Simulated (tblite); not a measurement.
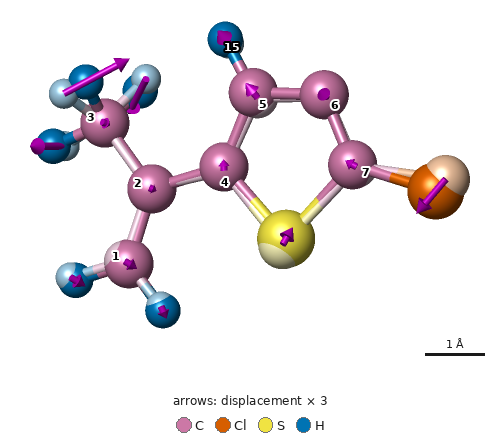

This is a relaxation of C₇H₆ClS (multiplicity 2). The starting structure is drawn faded, the final one solid; purple arrows show the displacements, 3 times their true length. The two geometries are superimposed by the best rigid fit.

Style: ball-and-stick. Shown at a tilt.

All numbers below come from GFN2-xTB geometry optimisation, gas phase in tblite. 

Q: Describe the change and its energy.

A: An H atom moves most after the best rigid fit: 0.42 Å. By element the largest moves are H 0.42 Å, Cl 0.26 Å, S 0.12 Å, C 0.11 Å. Near-neighbour distances that change, for instance: C–S 1.893 → 1.782 Å, C–Cl 1.764 → 1.698 Å, C–C 1.346 → 1.394 Å, C–H 1.131 → 1.086 Å. Bond angles that change, for instance: Cl–C–S 128.7° → 120.0°, C–C–Cl 125.5° → 131.5°, C–C–H 106.1° → 110.4°. Groups turn about C–C by about 25°. After 57 geometry steps the energy has fallen by 45.2 kJ/mol.
